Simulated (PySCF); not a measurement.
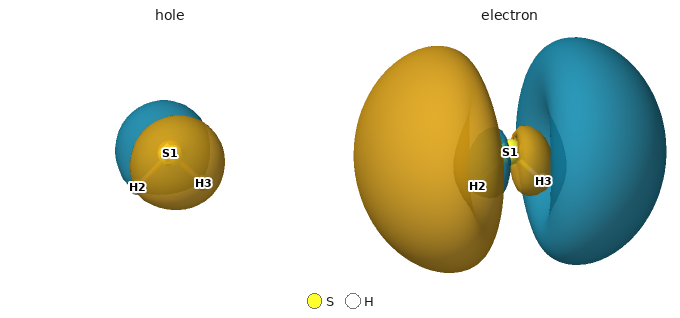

H$_{2}$S, SMILES `S`. Leading natural transition orbital pair of S₃ (full linear response singlet states); the surfaces enclose about 85 % of each orbital's density.

PySCF calculation, CAM-B3LYP/def2-SVPD, gas phase; geometry: GFN2-xTB. No frequency check shows the geometry to be a minimum. GFN2-xTB bond lengths at metals and heavier atoms can be off by up to 0.1 Å and shapes distorted, which carries into these values.

Q: Where does the state lie, and where do hole and electron sit?

A: 7.86 eV (158 nm), f = 0.000 (dark), diffuse (Rydberg-like) orbital; the leading pair carries 100 %; hole on S1 (90 %) and H2 and H3 (5 % each), electron on S1 (64 %) and H2 and H3 (18 % each) (atom shares of so diffuse an orbital are rough); their centroids lie 0.0 Å apart. In canonical orbitals it is mainly HOMO → LUMO+2 (91 %). The HOMO–LUMO gap is 9.70 eV.

Run time: 11 s on 1 thread of Intel(R) Xeon(R) Platinum 8488C (Sapphire Rapids), with other jobs on the host, peak memory 0.24 GiB.
